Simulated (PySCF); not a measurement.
B(CF3)2(Cl), C₂BClF₆, SMILES FC(F)(F)B(Cl)C(F)(F)F at its CAM-B3LYP/def2-SVP optimised geometry (Å):

```
10

B     -0.0700    -0.4304     0.0000
C     -0.8227     0.9871     0.0000
F     -0.8827     1.4290    -1.2675
F     -0.1622     1.8961     0.7239
F     -2.0695     0.9272     0.4684
C      1.5349    -0.4304     0.0000
F      2.0695    -1.5752    -0.4249
F      1.9514    -0.2278     1.2613
F      2.0271     0.5528    -0.7609
Cl    -0.9541    -1.8961     0.0023
```

Level of theory: CAM-B3LYP/def2-TZVP (PySCF). Cells within 0.4 Å of a nucleus heavier than hydrogen are left out (blank, or x).

Map of the deformation density (molecule minus spherical neutral atoms) (e/bohr³) on the plane z = 0.0 Å:

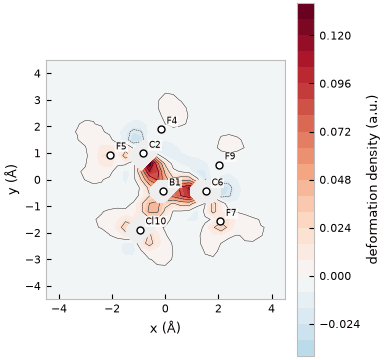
Figure. Deformation density (molecule minus spherical neutral atoms) (e/bohr³) on the plane z = 0.0 Å.
